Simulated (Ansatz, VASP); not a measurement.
## NiO: VASP beside Ansatz

Aim: how closely do two programs agree when they are given the same cell, functional and k mesh? Valence electrons are named where the data sets of a main pair hold unlike numbers.

Main program and level: Ansatz 0.2.0; plane waves, with VASP 6.6.1 beside it; single point at PBEsol, DFT+U and band structure at PBEsol, DFT+U.

**1. The structure**

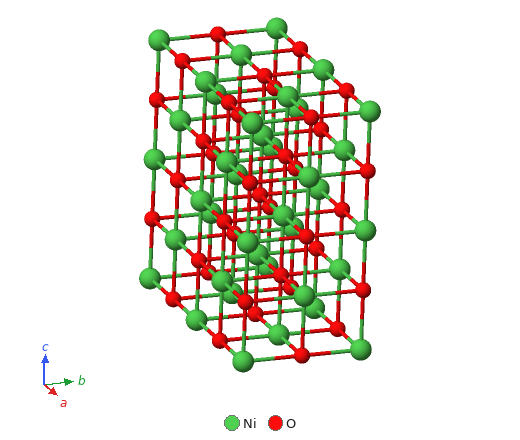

The starting structure, seen slightly off an axis (nickel green, oxygen red). 2×1×2 cells are drawn. This picture shows the conventional cell, with its axes. Some periodic images of atoms are drawn too.

Coordinates:

```cif
data_structure
_symmetry_space_group_name_H-M 'P 1'
_symmetry_Int_Tables_number 1
_cell_length_a 2.9499
_cell_length_b 2.9499
_cell_length_c 2.9499
_cell_angle_alpha 60.000
_cell_angle_beta 60.000
_cell_angle_gamma 60.000
_cell_volume 18.15
loop_
_atom_site_label
_atom_site_type_symbol
_atom_site_fract_x
_atom_site_fract_y
_atom_site_fract_z
_atom_site_occupancy
Ni1 Ni 0.00000 0.00000 0.00000 1
O2 O 0.50000 0.50000 0.50000 1
```

**2. VASP: single point, PBEsol, DFT+U**

With cell and atoms fixed, the geometry can't cause a difference; cores, projectors, grids and the points listed under the comparison can.

Lines of VASP's logs that name or quote its potential files are left out, and so is its time.

The input, INCAR:

```
SYSTEM = NiO
PREC = Accurate
ENCUT = 520
EDIFF = 1E-06
NELM = 100
ISMEAR = 0
SIGMA = 0.05
LREAL = .FALSE.
ALGO = Normal
GGA = PS
NBANDS = 16
ISPIN = 2
MAGMOM = 1 0
LDAU = .TRUE.
LDAUTYPE = 2
LDAUL = 2 -1
LDAUU = 5 0
LDAUJ = 0 0
LDAUPRINT = 1
LASPH = .TRUE.
LMAXMIX = 4
LORBIT = 11
LWAVE = .FALSE.
LCHARG = .FALSE.
KPAR = 4
ISIF = 2
```

The input, POSCAR:

```
NiO
1.0
    0.0000000000      2.0859016414      2.0859016414
    2.0859016414      0.0000000000      2.0859016414
    2.0859016414      2.0859016414      0.0000000000
Ni O
1 1
Direct
    0.0000000000      0.0000000000      0.0000000000
    0.5000000000      0.5000000000      0.5000000000
```

The input, KPOINTS:

```
Automatic mesh
0
Gamma
9 9 9
0 0 0
```

Potentials, in the order of the species: Ni and O (PBE family, release 64).

Run with:

```sh
$ mpirun -np 4 vasp_std
```

Numbers of over 12 decimals in the logs are rounded to 6 here.

Log:

```text
[banner, memory and clock lines left out]
running    4 mpi-ranks, on    1 nodes
 distrk:  each k-point on    1 cores,    4 groups
 distr:  one band on    1 cores,    1 groups

 POSCAR found type information on POSCAR NiO
 POSCAR found :  2 types and       2 ions
|                                                                             |
|               ----> ADVICE to this user running VASP <----                  |
|                                                                             |
|     You enforced a specific xc type in the INCAR file but a different       |
|     [... a line on the potential file left out ...]
|     I HOPE YOU KNOW WHAT YOU ARE DOING!                                     |
|                                                                             |

 LDA part: xc-table for (Slater+PW92), standard interpolation
 POSCAR, INCAR and KPOINTS ok, starting setup
 FFT: planning ... GRIDC
 FFT: planning ... GRID_SOFT
 FFT: planning ... GRID
 WAVECAR not read
 entering main loop
       N       E                     dE             d eps       ncg     rms          rms(c)
DAV:   1     0.803760458841E+02    0.80376E+02   -0.75547E+03  2328   0.127E+03
DAV:   2    -0.641842170689E+01   -0.86794E+02   -0.76026E+02  2432   0.251E+02
DAV:   3    -0.107870794703E+02   -0.43687E+01   -0.42859E+01  2680   0.604E+01
DAV:   4    -0.108215378272E+02   -0.34458E-01   -0.34446E-01  2744   0.524E+00
DAV:   5    -0.108221269783E+02   -0.58915E-03   -0.58915E-03  2680   0.677E-01    0.165E+01
DAV:   6    -0.109202261585E+02   -0.98099E-01   -0.13334E+01  2640   0.740E+01    0.181E+01
DAV:   7    -0.109404966503E+02   -0.20270E-01   -0.12081E+00  2544   0.291E+01    0.896E+00
DAV:   8    -0.110927431314E+02   -0.15225E+00   -0.19268E-01  2760   0.446E+00    0.542E+00
DAV:   9    -0.111559907702E+02   -0.63248E-01   -0.41565E-02  2832   0.692E+00    0.421E-01
DAV:  10    -0.111605365675E+02   -0.45458E-02   -0.20160E-02  2936   0.186E+00    0.329E-01
DAV:  11    -0.111604537852E+02    0.82782E-04   -0.18458E-03  2896   0.973E-01    0.108E-01
DAV:  12    -0.111606449946E+02   -0.19121E-03   -0.16697E-04  2552   0.327E-01    0.447E-02
DAV:  13    -0.111606856724E+02   -0.40678E-04   -0.53434E-05  3296   0.152E-01    0.157E-02
DAV:  14    -0.111606895005E+02   -0.38281E-05   -0.14675E-05  3184   0.482E-02    0.431E-03
DAV:  15    -0.111606895696E+02   -0.69155E-07   -0.68152E-07  1584   0.116E-02
   1 F= -.11160690E+02 E0= -.11160690E+02  d E =-.726806E-16  mag=     2.0000
```

Parts of OUTCAR (step 2):

```text
ion  position               nearest neighbor table
   1  0.000  0.000  0.000-   2 2.09   2 2.09   2 2.09   2 2.09   2 2.09   2 2.09
   2  0.500  0.500  0.500-   1 2.09   1 2.09   1 2.09   1 2.09   1 2.09   1 2.09

  LATTYP: Found a face centered cubic cell.
 ALAT       =     4.1718032828

 Subroutine GETGRP returns: Found 48 space group operations
 (whereof 48 operations were pure point group operations)

The static configuration has the point symmetry O_h .

 Found     35 irreducible k-points:

   k-points           NKPTS =     35   k-points in BZ     NKDIM =     35   number of bands    NBANDS=     16

   dimension x,y,z NGX =    24 NGY =   24 NGZ =   24
   dimension x,y,z NGXF=    48 NGYF=   48 NGZF=   48

   ENCUT  =  520.0 eV  38.22 Ry    6.18 a.u.   5.48  5.48  5.48*2*pi/ulx,y,z

   NELECT =      16.0000    total number of electrons

 k-points in reciprocal lattice and weights: Automatic mesh
   0.00000000  0.00000000  0.00000000       0.001
   0.11111111  0.00000000  0.00000000       0.011
   0.22222222  0.00000000  0.00000000       0.011
   0.33333333  0.00000000  0.00000000       0.011
   0.44444444  0.00000000  0.00000000       0.011
   0.11111111  0.11111111  0.00000000       0.008
   0.22222222  0.11111111  0.00000000       0.033
   0.33333333  0.11111111  0.00000000       0.033
   0.44444444  0.11111111  0.00000000       0.033
[...]
-0.33333333  0.44444444  0.11111111       0.033
  -0.33333333  0.44444444  0.22222222       0.033

atom =   1  type =  1  l = 2

 onsite density matrix

spin component  1

  0.9798  0.0000 -0.0000 -0.0000 -0.0000
  0.0000  0.9798 -0.0000  0.0000  0.0000
 -0.0000 -0.0000  1.0324 -0.0000 -0.0000
 -0.0000  0.0000 -0.0000  0.9798  0.0000
 -0.0000  0.0000 -0.0000  0.0000  1.0324

spin component  2

  0.9774  0.0000 -0.0000 -0.0000  0.0000
  0.0000  0.9774 -0.0000  0.0000  0.0000
 -0.0000 -0.0000  0.1621 -0.0000 -0.0000
 -0.0000  0.0000 -0.0000  0.9774 -0.0000
  0.0000  0.0000 -0.0000 -0.0000  0.1621

 occupancies and eigenvectors

  o =  0.1621  v =  0.0000  0.0000  0.0000  0.0000  0.0000  0.0000 -0.0000 -0.0315 -0.0000 -0.9995      0.0000  0.0000  0.0000  0.0000  0.0000  0.0000  0.0000  0.0000  0.0000  0.0000
  o =  0.1621  v =  0.0000  0.0000  0.0000  0.0000  0.0000  0.0000 -0.0000 -0.9995 -0.0000  0.0315      0.0000  0.0000  0.0000  0.0000  0.0000  0.0000  0.0000  0.0000  0.0000  0.0000
  o =  0.9774  v =  0.0000  0.0000  0.0000  0.0000  0.0000  0.0000  0.5765 -0.0000  0.8171 -0.0000      0.0000  0.0000  0.0000  0.0000  0.0000  0.0000  0.0000  0.0000  0.0000  0.0000
  o =  0.9774  v =  0.0000  0.0000  0.0000  0.0000  0.0000  0.0000 -0.8171  0.0000  0.5765 -0.0000      0.0000  0.0000  0.0000  0.0000  0.0000  0.0000  0.0000  0.0000  0.0000  0.0000
  o =  0.9774  v =  0.0000  0.0000  0.0000  0.0000  0.0000  1.0000  0.0000  0.0000  0.0000  0.0000      0.0000  0.0000  0.0000  0.0000  0.0000  0.0000  0.0000  0.0000  0.0000  0.0000
  o =  0.9798  v =  0.0000  0.9386 -0.0000 -0.3451  0.0000  0.0000  0.0000  0.0000  0.0000  0.0000      0.0000  0.0000  0.0000  0.0000  0.0000  0.0000  0.0000  0.0000  0.0000  0.0000
  o =  0.9798  v =  0.0000  0.3451 -0.0000  0.9386  0.0000  0.0000  0.0000  0.0000  0.0000  0.0000      0.0000  0.0000  0.0000  0.0000  0.0000  0.0000  0.0000  0.0000  0.0000  0.0000
  o =  0.9798  v =  1.0000  0.0000  0.0000  0.0000  0.0000  0.0000  0.0000  0.0000  0.0000  0.0000      0.0000  0.0000  0.0000  0.0000  0.0000  0.0000  0.0000  0.0000  0.0000  0.0000
  o =  1.0324  v =  0.0000 -0.0000 -1.0000  0.0000  0.0091  0.0000  0.0000  0.0000  0.0000  0.0000      0.0000  0.0000  0.0000  0.0000  0.0000  0.0000  0.0000  0.0000  0.0000  0.0000
  o =  1.0324  v =  0.0000 -0.0000  0.0091 -0.0000  1.0000  0.0000  0.0000  0.0000  0.0000  0.0000      0.0000  0.0000  0.0000  0.0000  0.0000  0.0000  0.0000  0.0000  0.0000  0.0000

 average (electrostatic) potential at core
       1 -84.1163       2 -67.5790

 E-fermi :   7.1360

 spin component 1
 k-point     1 :       0.0000    0.0000    0.0000
  band No.  band energies     occupation
    ...
      5       2.3764      1.00000
      6       2.3764      1.00000
      7       5.1508      1.00000
      8       5.1508      1.00000
      9       5.1508      1.00000
     10       9.3513      0.00000
     11      24.9297      0.00000
     12      24.9298      0.00000
     13      24.9298      0.00000
     14      25.4635      0.00000
    ...

 k-point     2 :       0.1111    0.0000    0.0000
  band No.  band energies     occupation
    ...
      5       2.4109      1.00000
      6       2.4110      1.00000
      7       4.5366      1.00000
      8       5.4241      1.00000
      9       5.4241      1.00000
     10      10.2202      0.00000
     11      22.2916      0.00000
     12      24.8054      0.00000
     13      24.8054      0.00000
     14      27.4649      0.00000
    ...

 k-point     3 :       0.2222    0.0000    0.0000
  band No.  band energies     occupation
    ...
      5       2.5639      1.00000
      6       2.5639      1.00000
      7       3.9596      1.00000
      8       6.0005      1.00000
      9       6.0005      1.00000
     10      11.7584      0.00000
     11      19.8736      0.00000
     12      23.8183      0.00000
     13      23.8183      0.00000
     14      27.7185      0.00000
    ...

 k-point     4 :       0.3333    0.0000    0.0000
  band No.  band energies     occupation
    ...
      5       2.7737      1.00000
      6       2.7738      1.00000
      7       3.9471      1.00000
      8       6.5459      1.00000
      9       6.5460      1.00000
     10      12.9101      0.00000
     11      18.3242      0.00000
     12      22.4965      0.00000
     13      22.4965      0.00000
     14      27.6503      0.00000
    ...

 k-point     5 :       0.4444    0.0000    0.0000
  band No.  band energies     occupation
    ...
      5       2.9197      1.00000
      6       2.9197      1.00000
      7       4.0695      1.00000
      8       6.8663      1.00000
      9       6.8664      1.00000
     10      13.2683      0.00000
     11      17.8206      0.00000
     12      21.7018      0.00000
     13      21.7019      0.00000
     14      27.7589      0.00000
    ...

 k-point     6 :       0.1111    0.1111    0.0000
  band No.  band energies     occupation
    ...
      5       2.3389      1.00000
      6       2.3389      1.00000
      7       4.8888      1.00000
      8       5.1699      1.00000
      9       5.1699      1.00000
     10      10.5332      0.00000
     11      22.3172      0.00000
     12      24.4162      0.00000
     13      24.4162      0.00000
     14      25.6749      0.00000
    ...

  Total       -0.6223877     -0.6223877     -0.6223877      0.0000000      0.0000000     -0.0000000
  in kB      -54.9363919    -54.9363919    -54.9363919      0.0000000      0.0000000     -0.0000000
  external PRESSURE =     -54.9363919 kB  Pullay stress =       0.0000000 kB

  energy-cutoff  :      520.00
  volume of cell :       18.15
      direct lattice vectors                 reciprocal lattice vectors
     0.000000000  2.085901641  2.085901641    -0.239704495  0.239704495  0.239704495
     2.085901641  0.000000000  2.085901641     0.239704495 -0.239704495  0.239704495
     2.085901641  2.085901641  0.000000000     0.239704495  0.239704495 -0.239704495

 POSITION                                       TOTAL-FORCE (eV/Angst)
 -----------------------------------------------------------------------------------
      0.00000      0.00000      0.00000         0.000000      0.000000      0.000000
      2.08590      2.08590      2.08590        -0.000000     -0.000000     -0.000000
 -----------------------------------------------------------------------------------
    total drift:                                0.000000     -0.000000     -0.000000

  FREE ENERGIE OF THE ION-ELECTRON SYSTEM (eV)
  ---------------------------------------------------
  free  energy   TOTEN  =       -11.1606895696 eV

  energy  without entropy=      -11.1606895696  energy(sigma->0) =      -11.16068957

 total charge
# of ion       s       p       d       tot
------------------------------------------
    1        0.348   0.432   8.233   9.013
    2        1.542   3.454   0.000   4.996
--------------------------------------------------
tot          1.891   3.885   8.233  14.009

 magnetization (x)
# of ion       s       p       d       tot
------------------------------------------
    1        0.011   0.014   1.746   1.771
    2        0.021   0.191   0.000   0.213
--------------------------------------------------
tot          0.032   0.205   1.746   1.983

[... 6 further parts left out ...]
```

The cell holds one magnetic atom, so no antiferromagnetic order fits into it. Experiment finds antiferromagnetic order in this phase (below 523 K, arxiv:1210.6675), so this ferromagnetic run describes another state. At this level the cell is under a tension of 5.5 GPa, so at these settings it is away from equilibrium.

(Continued in part 2 of 3.)

[Lines on the potential files, build, host, timing and source positions are cut from VASP's logs without a mark.]

[Logs are printed without paths, hosts, clocks, repeated set-up lines and the standing remarks that a program may print on its own settings, such as how far it seeks lower states.]

[Hosts, paths, dates, database ids (printed as entryN), source tags and the programs' standing remarks are cut or masked in the printed files.]
